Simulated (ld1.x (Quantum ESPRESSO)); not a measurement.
## Te: pseudopotential generation (part 2 of 2)

The same run, continued: tellurium (Te, Z = 52), core [Kr] 4d10, reference valence 5s2 5p4, valence charge 6. Method: TM potential, PBEsol, scalar-relativistic, made with ld1.x (Quantum ESPRESSO) 7.5.

Output of the test run (extracts), continued:
```
     ---------------------- Testing the pseudopotential ----------------------

     Te
     scalar relativistic calculation

     atomic number is 52.00   valence charge is  6.00
     dft =PBESOL   lsd =0 sic =0 latt =0  beta=0.20 tr2=1.0E-14
     mesh =1245 r(mesh) =  99.36066 xmin = -7.00 dx = 0.01250

     n l     nl             e AE (Ry)        e PS (Ry)    De AE-PS (Ry)
     1 0     5S   1( 1.00)       -1.78516       -1.78812        0.00296
     2 1     5P   1( 4.00)       -1.05345       -1.05435        0.00091

     eps = 9.7E-16  iter =  7

     Etot =  -13581.731441 Ry,   -6790.865720 Ha, -184788.870063 eV
     Etotps =   -39.984635 Ry,     -19.992318 Ha,    -544.018680 eV
     dEtot_ae =       1.442468 Ry
     dEtot_ps =       1.443965 Ry,   Delta E=      -0.001497 Ry

     Ekin =       4.562844 Ry,       2.281422 Ha,      62.080657 eV
     Encl =     -25.773728 Ry,     -12.886864 Ha,    -350.669428 eV
     Ehrt =       9.541777 Ry,       4.770889 Ha,     129.822491 eV
     Ecxc =     -28.740230 Ry,     -14.370115 Ha,    -391.030750 eV
     (Ecc =     -25.053034 Ry,     -12.526517 Ha,    -340.863886 eV)
     Epseu=       0.424701 Ry,       0.212350 Ha,       5.778349 eV

     ---------------------- End of pseudopotential test ----------------------

     ---------------------- Testing the pseudopotential ----------------------

     Te
     scalar relativistic calculation

     atomic number is 52.00   valence charge is  6.00
     dft =PBESOL   lsd =0 sic =0 latt =0  beta=0.20 tr2=1.0E-14
     mesh =1245 r(mesh) =  99.36066 xmin = -7.00 dx = 0.01250

     n l     nl             e AE (Ry)        e PS (Ry)    De AE-PS (Ry)
     1 0     5S   1( 2.00)       -1.41054       -1.41072        0.00018
     2 1     5P   1( 3.50)       -0.71383       -0.71391        0.00008

     eps = 7.8E-16  iter = 11

     Etot =  -13582.886740 Ry,   -6791.443370 Ha, -184804.588705 eV
     Etotps =   -41.141343 Ry,     -20.570672 Ha,    -559.756492 eV
     dEtot_ae =       0.287169 Ry
     dEtot_ps =       0.287257 Ry,   Delta E=      -0.000088 Ry

     Ekin =       4.425519 Ry,       2.212759 Ha,      60.212252 eV
     Encl =     -28.189803 Ry,     -14.094902 Ha,    -383.541815 eV
     Ehrt =      11.460233 Ry,       5.730116 Ha,     155.924410 eV
     Ecxc =     -29.172216 Ry,     -14.586108 Ha,    -396.908214 eV
     (Ecc =     -25.053034 Ry,     -12.526517 Ha,    -340.863886 eV)
     Epseu=       0.334924 Ry,       0.167462 Ha,       4.556875 eV

     ---------------------- End of pseudopotential test ----------------------

     ---------------------- Testing the pseudopotential ----------------------

     Te
     scalar relativistic calculation

     atomic number is 52.00   valence charge is  6.00
     dft =PBESOL   lsd =0 sic =0 latt =0  beta=0.20 tr2=1.0E-14
     mesh =1245 r(mesh) =  99.36066 xmin = -7.00 dx = 0.01250

     n l     nl             e AE (Ry)        e PS (Ry)    De AE-PS (Ry)
     1 0     5S   1( 2.00)       -3.91848       -3.93724        0.01875  !
     2 1     5P   1( 0.00)       -3.04816       -3.06302        0.01486  !

     eps = 8.6E-18  iter =  7

     Etot =  -13576.470756 Ry,   -6788.235378 Ha, -184717.294797 eV
     Etotps =   -34.709043 Ry,     -17.354521 Ha,    -472.240582 eV
     dEtot_ae =       6.703153 Ry
     dEtot_ps =       6.719558 Ry,   Delta E=      -0.016405 Ry

     Ekin =       1.703212 Ry,       0.851606 Ha,      23.173382 eV
     Encl =     -11.418570 Ry,      -5.709285 Ha,    -155.357553 eV
     Ehrt =       1.925059 Ry,       0.962530 Ha,      26.191762 eV
     Ecxc =     -26.918744 Ry,     -13.459372 Ha,    -366.248174 eV
     (Ecc =     -25.053034 Ry,     -12.526517 Ha,    -340.863886 eV)

     ---------------------- End of pseudopotential test ----------------------
```

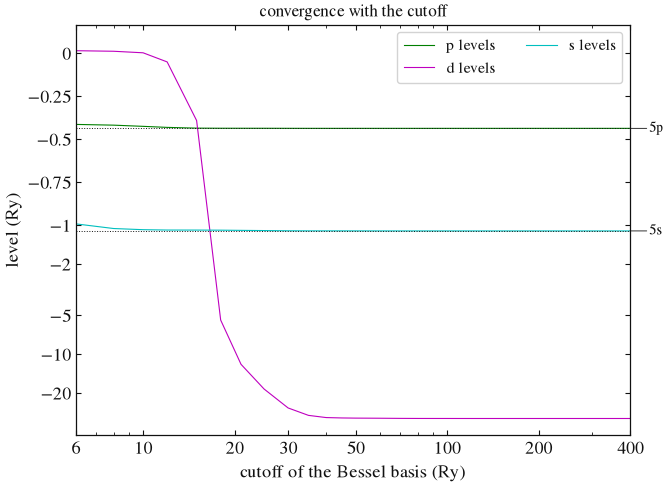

Fig. 2: The pseudo-atom Hamiltonian at the reference potential is diagonalised in spherical Bessel functions (20 bohr box) up to the cutoff. Curves: the lowest levels of each channel that holds a bound state. Dotted lines: the all-electron valence levels.

- Ghost states: ghost state below the valence levels: d at -431.3 eV. A ghost is a state of the pseudo-atom that lies below a valence level of its channel, or is bound in a channel without one, and matches no all-electron valence level; bound levels above the valence ones can be real empty states. In Ry: d -31.70.
- Onset of the ghost: the lowest d curve lies clearly below zero from about 15 Ry on and ends at -31.70 Ry.
- All-electron valence levels: 5p: -0.44 Ry; 5s: -1.11 Ry.

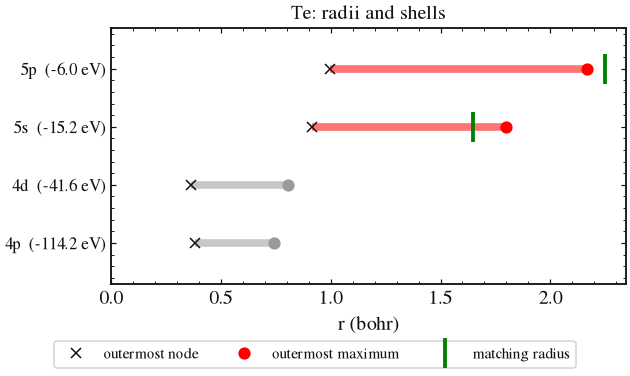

Fig. 3: Outer shells of the all-electron reference atom: each bar runs from the outermost node (or the nucleus) to the outermost maximum of u(r); the tick is the radius chosen for the pseudo-wave. Shells without a tick have no pseudo-wave of their own. Levels, nodes and maxima are from ld1.x, scalar-relativistic.

- Radii against the shells: 5s: 1.65 bohr, between node and maximum; 5p: 2.25 bohr, outside the maximum.

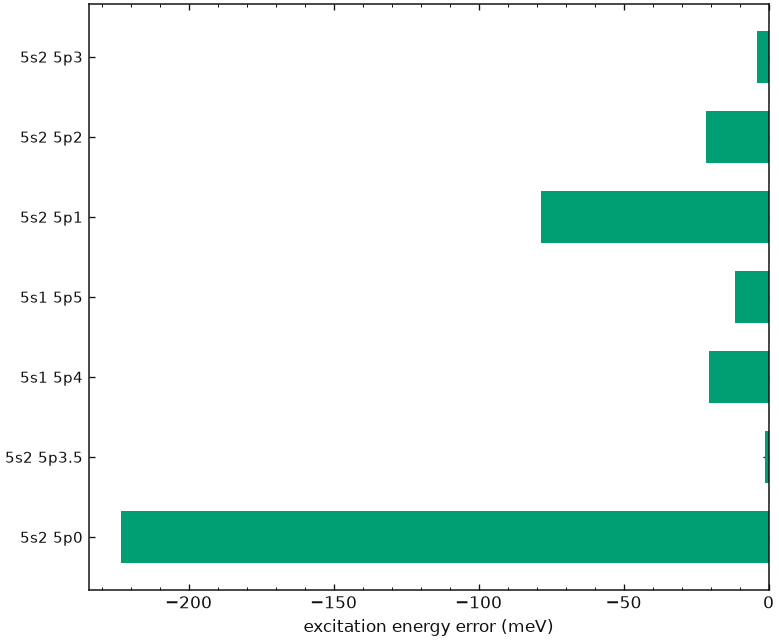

Fig. 4: Errors, all-electron minus pseudo, of the energies of valence configurations relative to the unpolarised reference 5s2 5p4.

- Worst configuration: 5s2 5p0 (charge +4): the error is -223 meV on an all-electron energy of +91.20 eV relative to the reference, or 0.24 %.
- Errors in meV: 5s2 5p3: -3.9; 5s2 5p2: -22; 5s2 5p1: -79; 5s1 5p5: -12; 5s1 5p4: -20; 5s2 5p3.5: -1.2; 5s2 5p0: -223. The potential isn't sound: its ghost test gives ghost state below the valence levels: d at -431.3 eV.

The input:
```
 &input
   title='Te', zed=52., rel=1, dft='PBESOL', iswitch=3,
   config='[Kr] 4d10 5s2 5p4 5d-2',
   nld=3, rlderiv=2.45, eminld=-3.0, emaxld=5.0, deld=0.02
 /
 &inputp
   pseudotype=2, tm=.true., lloc=0,
   nlcc=.true., new_core_ps=.true., rcore=1.55,
   file_pseudopw='Te.UPF', file_wfcaegen='ae.wfc', file_wfcncgen='nc.wfc', file_beta='beta', file_chi='chi'
 /
3
5P  2  1   4.00   0.00  2.25  2.25  0.0
5D  3  2  -2.00   0.10  2.10  2.10  0.0
5S  1  0   2.00   0.00  1.65  1.65  0.0
 &test
   configts(1)='5s2 5p4'
 /
```

Input of the test run:
```
 &input
   title='Te', zed=52., rel=1, dft='PBESOL', iswitch=2,
   config='[Kr] 4d10 5s2 5p4 5d-2'
 /
 &test
   file_pseudo='Te.UPF', nconf=8,
   configts(1)='5s2 5p4',
   configts(2)='5s2 5p3',
   configts(3)='5s2 5p2',
   configts(4)='5s2 5p1',
   configts(5)='5s1 5p5',
   configts(6)='5s1 5p4',
   configts(7)='5s2 5p3.5',
   configts(8)='5s2 5p0'
 /
```

Run as:
```bash
ld1.x < Te.in > Te.out
```

Results in brief:

- outcome: generated, with a ghost state
- cutoffs needed: 30 Ry and 60 Ry (the cutoffs, on a coarse ladder, from which the occupation-weighted sum of valence levels, in a spherical-Bessel basis at the reference potential, stays within 10 and 1 mRy of its value at 400 Ry); ghost states and empty shells don't enter this sum
- ghost test: ghost state below the valence levels: d at -431.3 eV (spherical-Bessel basis up to 400 Ry, 20 bohr box)
- largest excitation error: -223 meV (all-electron minus pseudo) for 5s2 5p0, out of 7 test configurations
- range over which the phases arctan(r u′/u) at the test radius agree within 0.05 rad (a looser test near the poles than one of phase shifts): s: up to about 2.5 Ry; p: up to about 4.0 Ry; d: between about -2.6 and 0.9 Ry
- hardware: 1 CPU thread, shared host
- wall time: 2.9 s

Notes:

The potential has a bound ghost state, so it can't be used as it stands.
